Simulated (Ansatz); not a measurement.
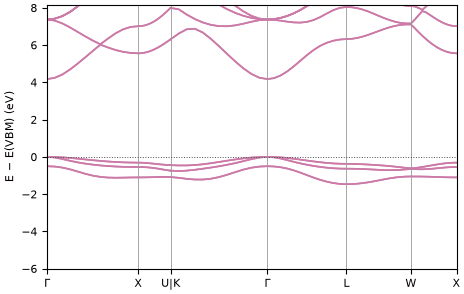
Fig. 1. Band structure from PBEsol with spin–orbit coupling in the plane-wave PAW code Ansatz

Question: Read off the gap and where the band edges lie.

Answer: About 4.2 eV (4.17 eV by a search for the band edges); maximum at Γ, minimum at Γ.

The material is KBr (rock salt, space group No. 225).

Space group Fm-3m (rock salt). Symmetry was held in the PBEsol relaxation.

Potentials: the later of the program's two PAW sets.
